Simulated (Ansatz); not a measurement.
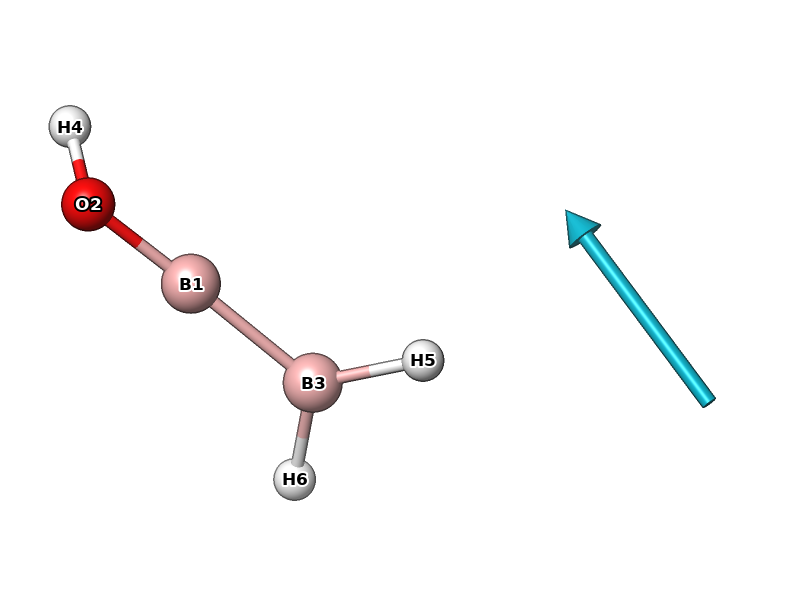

The arrow beside the molecule shows the direction of the dipole moment, from the negative to the positive end (its length means nothing). Charge 0, doublet. Computed geometry: PBE0-D4/def2-TZVP optimisation. No frequency run is at hand to confirm it as a minimum. Method: UKS PBE0-D4/def2-TZVP (Ansatz 0.2.0).

> Estimate the dipole moment.

3.46 D; it points from the side of H5, H6 to the side of H4 (the outermost atoms at the two ends).
